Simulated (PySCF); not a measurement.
# CH2GaNS (GaH2(NCS)) at TPSSh/aug-cc-pVDZ

What is the vertical ionisation energy of CH2GaNS (GaH2(NCS)) at TPSSh/aug-cc-pVDZ? The job is set up through a Python script.

The calculation is run with PySCF 2.14.0.

## (1) The molecule

The species is CH2GaNS (6 atoms), meant as a singlet with charge 0. As SMILES, `[H][Ga]([H])[N]=C=S`. The shape comes from GFN2-xTB, which is rough for such elements, and wasn't checked as a minimum.

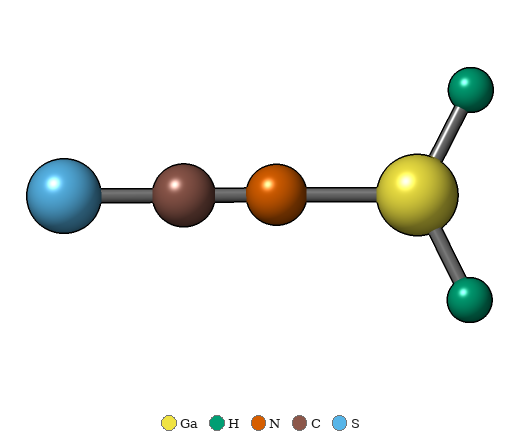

Viewed from a chosen angle; gallium yellow, hydrogen teal, nitrogen orange, carbon brown, sulfur blue.

## (2) The energy at TPSSh/aug-cc-pVDZ

File run.py:

```python
from pyscf import gto, dft

mol = gto.M(
    atom='''
Ga   0.670630   1.164170  -0.002760
H    2.211160   1.060940   0.047470
H   -0.181080   2.452850  -0.032100
N   -0.249060  -0.412950  -0.020030
C   -0.842440  -1.458460  -0.004760
S   -1.609210  -2.806540   0.012170
''',
    charge=0,
    max_memory=1860,
    basis='aug-cc-pvdz',
    spin=0,
    verbose=3,
)

mf = dft.RKS(mol, xc='tpssh')
mf.grids.level = 2
mf.conv_tol = 1e-10
mf.kernel()
if not mf.converged:
    mf = mf.newton().run(mf.mo_coeff, mf.mo_occ)

e_final = mf.e_tot
print('E(%s) = %.9f' % ('TPSSH', e_final))
```

Command:

```console
$ OMP_NUM_THREADS=1 python run.py
```

What it wrote:

```text
converged SCF energy = -2417.09942115069
E(TPSSH) = -2417.099421151
```

Wall time 22 s (1 thread of Arm Neoverse V1, shared host); peak memory 0.7 GiB.

## (3) The doublet cation at the same level

File input.py:

```python
from pyscf import gto, dft

mol = gto.M(
    atom='''
Ga     1.267307     2.199962    -0.005216
H      4.178487     2.004886     0.089705
H     -0.342192     4.635215    -0.060660
N     -0.470655    -0.780362    -0.037851
C     -1.591981    -2.756090    -0.008995
S     -3.040966    -5.303592     0.022998
''',
    basis='aug-cc-pvdz',
    unit='bohr',
    verbose=3,
    spin=1,
    max_memory=1860,
    charge=1,
)

mf = dft.UKS(mol, xc='tpssh')
mf.grids.level = 2
mf.conv_tol = 1e-10
mf.kernel()
if not mf.converged:
    mf = mf.newton().run(mf.mo_coeff, mf.mo_occ)

etot = mf.e_tot
print('E(%s) = %.9f' % ('TPSSH', etot))
```

Command:

```console
$ OMP_NUM_THREADS=1 python input.py
```

What it wrote:

```text
WARN: HOMO -0.286858734586041 >= LUMO -0.28685873458604

converged SCF energy = -2416.76281501608  <S^2> = 0.76677906  2S+1 = 2.0167093
E(TPSSH) = -2416.762815016
```

Run time: 49 s. Hardware: 1 thread of Arm Neoverse V1, shared host; peak memory 0.71 GiB.

## (4) Results

At TPSSh/aug-cc-pVDZ:

| quantity | value |
| --- | --- |
| singlet CH2GaNS: total energy | -2417.09942 Eh |
| singlet CH2GaNS: dipole moment | 2.75 D |
| singlet CH2GaNS: HOMO energy | -6.61 eV |
| singlet CH2GaNS: LUMO energy | -2.52 eV |
| singlet CH2GaNS: HOMO–LUMO gap | 4.09 eV |
| doublet cation: total energy | -2416.76282 Eh |
| doublet cation: HOMO energy (highest over α and β) | -13.13 eV |
| doublet cation: LUMO energy (lowest over α and β) | -11.65 eV |
| doublet cation: ⟨S²⟩ | 0.767 |
| vertical ionisation energy (to the doublet cation) | 9.160 eV |

**Reading.** The vertical ionisation energy comes to 9.16 eV (211 kcal/mol). −ε(HOMO) before ionisation, 6.61 eV, is 2.55 eV below this ionisation energy. Mulliken charges (singlet CH2GaNS) run from -0.36 on N4 to +0.48 on Ga1; in a basis this large or diffuse they mean little.
